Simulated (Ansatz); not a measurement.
# PBE-QIDH/cc-pVDZ run of CH2BrF (bromofluoromethane)

Aim: the electronic atomisation energy of CH2BrF (bromofluoromethane) at PBE-QIDH/cc-pVDZ, from 5 runs. 

Program for the calculation: Ansatz 0.2.0.

59 further runs of the same task are left out: 59 set aside as unsound or not needed.

## Step 1: The structure to begin with

CH2BrF: 5 atoms, total charge 0, spin state singlet. As SMILES, `FCBr`. The shape is that of a PBE0-D4/def2-TZVP optimisation.

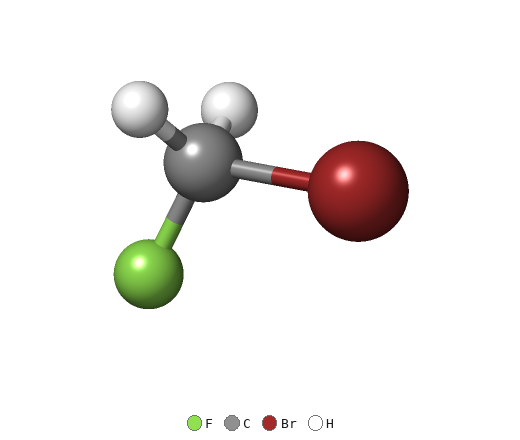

The structure, seen from a chosen angle (fluorine green, carbon grey, bromine red, hydrogen white).

## Step 2: The energy at PBE-QIDH/cc-pVDZ

in.yaml

```yaml
crystal:
  periodic: [false, false, false]
  atoms:
    - {symbol: F, position_ang: [0.686900, 1.170700, 0.163000]}
    - {symbol: C, position_ang: [0.150000, -0.066700, 0.076600]}
    - {symbol: Br, position_ang: [-1.544900, -0.012500, -0.855200]}
    - {symbol: H, position_ang: [0.807700, -0.713600, -0.500400]}
    - {symbol: H, position_ang: [-0.049700, -0.451500, 1.074600]}
basis:
  gaussian:
    orbitals: cc-pVDZ
hamiltonian:
  xc: {name: PBE-QIDH}
correlation:
  frozen_orbitals: {Br: 9, C: 1, F: 1, H: 0}
accuracy: high
output: {orbitals: {seedname: orbitals}}
```

The run is started by

```
$ ansatz run in.yaml --threads 1 --pin off --max-ram 3480MiB --events-out events.jsonl --progress --plain --runs-dir runs
```

Output:

```text
Warning: RAYON_NUM_THREADS=1 ignored (pool sized by the plan → 1); use --threads N
Functional definition: PBE-QIDH
  name "PBE-QIDH"
  parameter a = 3^(-1/3)
  parameter c = 1/3
  exchange = (1 - a)*pbe_x + a*exact_x
  correlation = (1 - c)*pbe_c + c*(mp2_os + mp2_ss)
1379 factors; integrals over basis functions are off by at most 4.6e-9 eV
mean field evaluation 1: about -73803.2469 eV, gradient 1.8e1 eV
mean field evaluation 2: about -73803.3044 eV, gradient 1.9e1 eV
mean field evaluation 4: about -73803.9609 eV, gradient 1.8e0 eV
mean field evaluation 8: about -73803.9695 eV, gradient 4.9e-2 eV
mean field evaluation 16: about -73803.9695 eV, gradient 7.4e-6 eV
mean field -73803.96949719 eV, -2712.2458528945 hartree, gradient 2.5e-8 eV, S^2 0.000000; 0 other end points of the search recorded, 0 dependent functions left out
11 core orbitals not correlated: weight in the atoms' cores, before any rotation towards them, 1.000 or more for the frozen orbitals, at most 0.000 for the correlated occupied ones
reference -73803.96949784 eV, -2712.2458529182 hartree; 15, 15 occupied and 39, 39 virtual orbitals, 1379 factors
second order -13.95755202 eV of doubles, -0.00000000 eV of singles
Total energy: -73808.62201517 eV, -2712.4168297768 hartree
```

It took 6.6 s on 1 thread of Arm Neoverse V2, shared host; peak memory 0.18 GiB.

## Step 3: The Br atom, same level

run.yaml

```yaml
crystal:
  periodic: [false, false, false]
  atoms:
    - {symbol: Br, position_ang: [0.000000, 0.000000, 0.000000]}
basis:
  gaussian: {orbitals: cc-pVDZ}
correlation: {frozen_orbitals: {Br: 9}}
accuracy: high
hamiltonian: {xc: {name: PBE-QIDH}}
total_charge: 0
magnetization: {spin_polarized: true, initial_magnetization: 1}
```

Run the same way, it converges to -2573.42366 Eh (log not shown).

## Step 4: The C atom

run.yaml

```yaml
crystal:
  periodic: [false, false, false]
  atoms:
    - {symbol: C, position_ang: [0.000000, 0.000000, 0.000000]}
basis:
  gaussian:
    orbitals: cc-pVDZ
hamiltonian:
  xc: {name: PBE-QIDH}
accuracy: high
magnetization:
  spin_polarized: true
  initial_magnetization: 2
correlation:
  frozen_orbitals: {C: 1}
```

Run the same way, it converges to -37.78950 Eh (log not shown).

## Step 5: The F atom, same level

run.yaml

```yaml
crystal:
  periodic: [false, false, false]
  atoms:
    - symbol: F
      position_ang: [0.000000, 0.000000, 0.000000]
basis:
  gaussian:
    orbitals: cc-pVDZ
correlation:
  frozen_orbitals: {F: 1}
accuracy: high
hamiltonian:
  xc: {name: PBE-QIDH}
magnetization:
  spin_polarized: true
  initial_magnetization: 1
```

Run the same way, it converges to -99.60840 Eh (log not shown).

## Step 6: The H atom at the same level

job.yaml

```yaml
basis:
  gaussian: {orbitals: cc-pVDZ}
crystal:
  periodic: [false, false, false]
  atoms:
    - symbol: H
      position_ang: [0.000000, 0.000000, 0.000000]
magnetization: {spin_polarized: true, initial_magnetization: 1}
hamiltonian: {xc: {name: PBE-QIDH}}
accuracy: high
correlation: {frozen_orbitals: {H: 0}}
```

Run the same way, it converges to -0.50124 Eh (log not shown).

## Step 7: Outcome

Level: PBE-QIDH/cc-pVDZ, 11 core orbitals frozen.

| quantity | value |
| --- | --- |
| molecule: total energy | -2712.41683 Eh |
| molecule: HOMO energy (SCF part's orbitals) | -10.27 eV |
| molecule: LUMO energy (SCF part's orbitals) | 2.17 eV |
| molecule: HOMO–LUMO gap (SCF part's orbitals) | 12.44 eV |
| Br atom: total energy | -2573.42366 Eh |
| Br atom: ⟨S²⟩ | 0.754 |
| C atom: total energy | -37.78950 Eh |
| C atom: ⟨S²⟩ | 2.004 |
| F atom: total energy | -99.60840 Eh |
| F atom: ⟨S²⟩ | 0.751 |
| H atom: total energy | -0.50124 Eh |
| H atom: ⟨S²⟩ | 0.750 |
| electronic atomisation energy | 16.131 eV |

In words: Taking the molecule apart into free atoms costs 16.13 eV (1556 kJ/mol), before zero-point energy and without spin-orbit coupling.
